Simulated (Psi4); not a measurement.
Run report: InH$_{3}$F (charge −1), property calculation

- system: InH$_{3}$F, charge −1
- method: HF/STO-3G, RHF (Psi4 1.11)

The geometry comes from this level: GFN2-xTB.

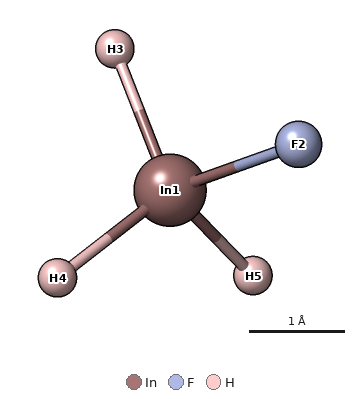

Fig. 1: The input geometry (ball-and-stick view, seen at a tilt; atoms are numbered from 1 in the order of the input). Sticks mark near contacts. Bond lengths as drawn: F–In 2.02 Å and H–In 1.70 to 1.71 Å.

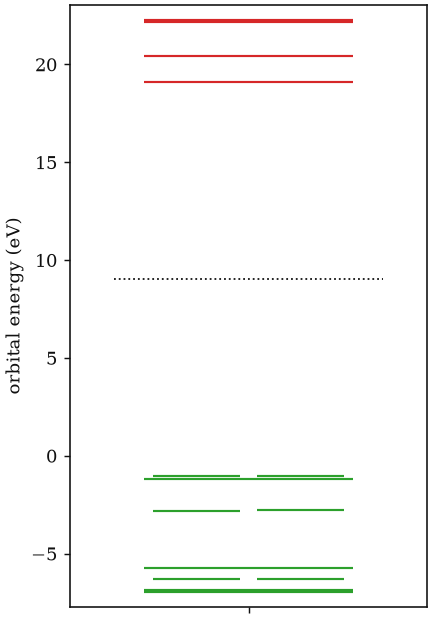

Fig. 2: Orbital energies near the frontier; the dotted line parts filled from empty levels, and levels within 0.02 eV of each other stand side by side. Highest filled −1.03 eV, lowest empty 19.09 eV, 20.12 eV apart.

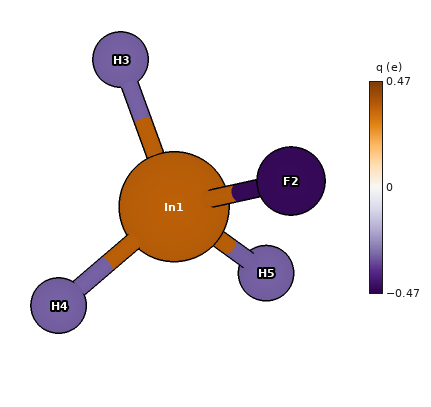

Fig. 3: Mulliken charges, as the colour of each atom (ball-and-stick view, seen at a tilt; atoms are numbered from 1 in the order of the input). By element: In +0.36, F −0.45 and H −0.30 e.

The input and output of the run follow.

**Input file (job.dat)**
```
memory 1600 mb

molecule {
  -1 1
  In     0.001730     0.003130    -0.134360
  F      0.009540    -0.019260     1.883540
  H      1.643850     0.009670    -0.593190
  H     -0.832240     1.425350    -0.564970
  H     -0.822880    -1.418880    -0.591010
}

set {
  basis STO-3G
  reference rhf
  scf_type pk
  s_orthogonalization canonical
}

energy_value, wavefunction = energy("scf", return_wfn=True)
oeprop(wavefunction, "ESP_AT_NUCLEI", "MULTIPOLE(3)", "WIBERG_LOWDIN_INDICES", "MULLIKEN_CHARGES")
print_variables()
```

Run as:
```bash
psi4 -n 1 job.dat job.out
```

**What the program printed**
```
Psi4 1.11 release

   => Loading Basis Set <=

    Name: STO-3G
    Role: ORBITAL
    Keyword: BASIS

         ---------------------------------------------------------
                                   SCF
                              RHF Reference
                        1 Threads,   1525 MiB Core
         ---------------------------------------------------------

  ==> Geometry <==

    Molecular point group: c1
    Full point group: C1

    Geometry (in Angstrom), charge = -1, multiplicity = 1:

       Center              X                  Y                   Z               Mass
    ------------   -----------------  -----------------  -----------------  -----------------
         IN          -0.000962483111     0.003056922502    -0.270075224305   114.903878776000
         F            0.006847516889    -0.019333077498     1.747824775695    18.998403162730
         H            1.641157516889     0.009596922502    -0.728905224305     1.007825032230
         H           -0.834932483111     1.425276922502    -0.700685224305     1.007825032230
         H           -0.825572483111    -1.418953077498    -0.726725224305     1.007825032230

  Running in c1 symmetry.

  Rotational constants: A =      2.06062  B =      0.23392  C =      0.23383 [cm^-1]
  Rotational constants: A =  61775.91293  B =   7012.61413  C =   7009.91191 [MHz]
  Nuclear repulsion =  166.639989786728790

  Charge       = -1
  Multiplicity = 1
  Electrons    = 62
  Nalpha       = 31
  Nbeta        = 31

  ==> Algorithm <==

  SCF Algorithm Type is PK.
  DIIS enabled.
  MOM disabled.
  Fractional occupation disabled.
  Guess Type is SAD.
  Energy threshold   = 1.00e-06
  Density threshold  = 1.00e-06
  Integral threshold = 1.00e-12

  ==> Primary Basis <==

  Basis Set: STO-3G
    Blend: STO-3G
    Number of shells: 17
    Number of basis functions: 35
    Number of Cartesian functions: 37
    Spherical Harmonics?: true
    Max angular momentum: 2

  ==> Integral Setup <==

  Using in-core PK algorithm.
   Calculation information:
      Number of atoms:                   5
      Number of AO shells:              17
      Number of primitives:             51
      Number of atomic orbitals:        37
      Number of basis functions:        35

      Integral cutoff                 1.00e-12
      Number of threads:                 1

  Performing in-core PK
  Using 397530 doubles for integral storage.
  We computed 10878 shell quartets total.
  Whereas there are 11781 unique shell quartets.

  ==> DiskJK: Disk-Based J/K Matrices <==

    J tasked:                  Yes
    K tasked:                  Yes
    wK tasked:                  No
    Memory [MiB]:             1144
    Schwarz Cutoff:          1E-12

    Using canonical orthogonalization.
  Minimum eigenvalue in the overlap matrix is 3.1281141900E-01.
  Reciprocal condition number of the overlap matrix is 1.6903230961E-01.

  ==> Pre-Iterations <==

  SCF Guess: Superposition of Atomic Densities via on-the-fly atomic UHF (no occupation information).

   -------------------------
    Irrep   Nso     Nmo
   -------------------------
     A         35      35
   -------------------------
    Total      35      35
   -------------------------

  ==> Iterations <==

                        Total Energy        Delta E     RMS |[F,P]|

   @RHF iter SAD: -5778.97558467648832   -5.77898e+03   0.00000e+00
   @RHF iter   1: -5782.29277759190427   -3.31719e+00   1.40400e-02 DIIS/ADIIS
   @RHF iter   2: -5782.51907579477120   -2.26298e-01   1.11491e-03 DIIS/ADIIS
   @RHF iter   3: -5782.52069761261100   -1.62182e-03   1.70766e-04 DIIS/ADIIS
   @RHF iter   4: -5782.52074791373798   -5.03011e-05   3.72623e-05 DIIS
   @RHF iter   5: -5782.52075096570388   -3.05197e-06   4.42185e-06 DIIS
   @RHF iter   6: -5782.52075100682123   -4.11173e-08   7.37638e-07 DIIS
  Energy and wave function converged.

  ==> Post-Iterations <==

    Orbital Energies [Eh]
    ---------------------

    Doubly Occupied:

       1A   -986.556746     2A   -145.694092     3A   -137.705249
       4A   -137.704795     5A   -137.704787     6A    -27.381660
       7A    -25.405077     8A    -24.398802     9A    -24.397749
      10A    -24.397735    11A    -16.265239    12A    -16.265226
      13A    -16.264743    14A    -16.263090    15A    -16.263078
      16A     -3.922307    17A     -2.737587    18A     -2.734853
      19A     -2.734819    20A     -1.042131    21A     -0.255295
      22A     -0.255155    23A     -0.253024    24A     -0.232011
      25A     -0.231988    26A     -0.211341    27A     -0.103076
      28A     -0.102695    29A     -0.043615    30A     -0.038553
      31A     -0.037984

    Virtual:

      32A      0.701369    33A      0.749959    34A      0.815094
      35A      0.817844

    Final Occupation by Irrep:
              A
    DOCC [    31 ]
    NA   [    31 ]
    NB   [    31 ]

  @RHF Final Energy: -5782.52075100682123

   => Energetics <=

    Nuclear Repulsion Energy =            166.6399897867287905
    One-Electron Energy =               -8363.1125547623632883
    Two-Electron Energy =                2413.9518139688125302
    Total Energy =                      -5782.5207510068221382

Computation Completed

Properties will be evaluated at   0.000000,   0.000000,   0.000000 [a0]

Properties computed using the SCF density matrix

 Multipole Moments:

 ------------------------------------------------------------------------------------
     Multipole            Electronic (a.u.)      Nuclear  (a.u.)        Total (a.u.)
 ------------------------------------------------------------------------------------

 L = 1.  Multiply by 2.5417464519 to convert [e a0] to [Debye]
 Dipole X            :          0.0173035           -0.0092246            0.0080788
 Dipole Y            :          0.0256646           -0.0156615            0.0100031
 Dipole Z            :         -0.9418376            0.6433031           -0.2985346
 Magnitude           :                                                    0.2988113

 ------------------------------------------------------------------------------------

	total time  =          0 seconds =       0.00 minutes

Properties will be evaluated at   0.000000,   0.000000,   0.000000 [a0]
OEProp: No title given, name of density matrix used for the following properties is 'SCF density'

 Multipole Moments:

 ------------------------------------------------------------------------------------
     Multipole            Electronic (a.u.)      Nuclear  (a.u.)        Total (a.u.)
 ------------------------------------------------------------------------------------

 L = 1.  Multiply by 2.5417464519 to convert [e a0] to [Debye]
 Dipole X            :          0.0173035           -0.0092246            0.0080788
 Dipole Y            :          0.0256646           -0.0156615            0.0100031
 Dipole Z            :         -0.9418376            0.6433031           -0.2985346
 Magnitude           :                                                    0.2988113

 L = 2.  Multiply by 1.3450342976 to convert [e a0^2] to [Debye ang]
 Quadrupole XX       :        -39.6451170           14.5433314          -25.1017856
 Quadrupole XY       :          0.0166648           -0.0148090            0.0018558
 Quadrupole XZ       :         -0.3989536            0.3899333           -0.0090203
 Quadrupole YY       :        -39.5365972           14.4583703          -25.0782269
 Quadrupole YZ       :          1.1659732           -1.1393431            0.0266301
 Quadrupole ZZ       :       -143.8130553          116.4827992          -27.3302561
 Traceless XX        :         34.6864729          -33.9515023            0.7349706
 Traceless YY        :         34.7949926          -34.0364633            0.7585293
 Traceless ZZ        :        -69.4814655           67.9879656           -1.4934999

 L = 3.  Multiply by 0.7117614979 to convert [e a0^3] to [Debye ang^2]
 Octupole XXX        :        -28.7119527           22.1046162           -6.6073365
 Octupole XXY        :         -0.4661510            0.3529553           -0.1131958
 Octupole XXZ        :         27.8286327          -19.8824618            7.9461709
 Octupole XYY        :         29.5564444          -22.6619240            6.8945204
 Octupole XYZ        :          0.2721797           -0.2093512            0.0628284
 Octupole XZZ        :         -1.5244798            1.4228858           -0.1015940
 Octupole YYY        :         -0.3560927            0.2584987           -0.0975940
 Octupole YYZ        :         27.2728490          -19.4412907            7.8315583
 Octupole YZZ        :          4.1095760           -3.8138677            0.2957082
 Octupole ZZZ        :       -321.4287555          310.2504849          -11.1782706

 ------------------------------------------------------------------------------------

 Electrostatic potentials at the nuclear coordinates:
 ---------------------------------------------
   Center     Electrostatic Potential (a.u.)
 ---------------------------------------------
    1 IN           -276.872536244220
    2  F           -26.741372451464
    3  H            -1.628257774944
    4  H            -1.628674547526
    5  H            -1.629634031393
 ---------------------------------------------
  Mulliken Charges: (a.u.)
   Center  Symbol    Alpha    Beta     Spin     Total
       1    IN    24.32104 24.32104  0.00000  0.35792
       2     F     4.72302  4.72302  0.00000 -0.44604
       3     H     0.65181  0.65181  0.00000 -0.30363
       4     H     0.65193  0.65193  0.00000 -0.30386
       5     H     0.65220  0.65220  0.00000 -0.30439

   Total alpha = 31.00000, Total beta = 31.00000, Total charge = -1.00000

  Wiberg Bond Indices using Orthogonal Lowdin Orbitals:

  Irrep: 1 Size: 5 x 5

                 1                   2                   3                   4                   5

    1     0.00000000000000     0.83715475051939     0.90051776488843     0.90040122819621     0.89996511413615
    2     0.83715475051939     0.00000000000000     0.01751400097672     0.01750100215942     0.01754881596085
    3     0.90051776488843     0.01751400097672     0.00000000000000     0.00630486731431     0.00632841731409
    4     0.90040122819621     0.01750100215942     0.00630486731431     0.00000000000000     0.00636973957367
    5     0.89996511413615     0.01754881596085     0.00632841731409     0.00636973957367     0.00000000000000

  Atomic Valences:

 #  #
 Irrep: 1
      1:    3.538038857740181
      2:    0.889718569616380
      3:    0.930665050493550
      4:    0.930576837243613
      5:    0.930212086984759

  Variable Map:
  ----------------------------------------------------------------------------
  "CURRENT ENERGY"           =>   -5782.520751006821
  "CURRENT REFERENCE ENERGY" =>   -5782.520751006821
  "DD SOLVATION ENERGY"      =>       0.000000000000
  "ESP AT CENTER 1"          =>    -276.872536244220
  "ESP AT CENTER 2"          =>     -26.741372451464
  "ESP AT CENTER 3"          =>      -1.628257774944
  "ESP AT CENTER 4"          =>      -1.628674547526
  "ESP AT CENTER 5"          =>      -1.629634031393
  "HF KINETIC ENERGY"        =>    5782.480626440905
  "HF POTENTIAL ENERGY"      =>  -11565.001377447727
  "HF TOTAL ENERGY"          =>   -5782.520751006822
  "HF VIRIAL RATIO"          =>       2.000006938988
  "NUCLEAR REPULSION ENERGY" =>     166.639989786729
  "ONE-ELECTRON ENERGY"      =>   -8363.112554762363
  "PCM POLARIZATION ENERGY"  =>       0.000000000000
  "PE ENERGY"                =>       0.000000000000
  "SCF ITERATION ENERGY"     =>   -5782.520751006821
  "SCF ITERATIONS"           =>       6.000000000000
  "SCF TOTAL ENERGY"         =>   -5782.520751006821
  "TWO-ELECTRON ENERGY"      =>    2413.951813968813

  Array Variable Map:
  ----------------------------------------------------------------------------
  "CURRENT DIPOLE"           =>       0.008078820693 ... -0.298534574310 1 by 3
  "DIPOLE"                   =>       0.008078820693 ... -0.298534574310 1 by 3
  "OCTUPOLE"                 =>      -6.607336504950 ... -11.178270612146 1 by 10
  "QUADRUPOLE"               =>     -25.101785594822 ... -27.330256139465 1 by 6
  "SCF DIPOLE"               =>       0.008078820693 ... -0.298534574310 1 by 3
  "SCF TOTAL ENERGIES"       =>   -5778.975584676488 ... -5782.520751006821 1 by 7

    Psi4 run time: 0:00:00.39
```

**Key numbers**

| quantity | value |
| --- | --- |
| outcome | converged |
| total energy | −5782.520751 hartree |
| basis functions | 35 |
| HOMO | −1.03 eV |
| LUMO | 19.09 eV |
| hardware | 1 thread of Intel Xeon (Granite Rapids), 12 GiB of memory available, shared host |
| wall time | 1.1 s |
| peak memory | 0.19 GiB |

Settings chosen away from the usual ones: s_orthogonalization set to canonical. The record of the run, not the program, notes: near-linear dependence in the basis.
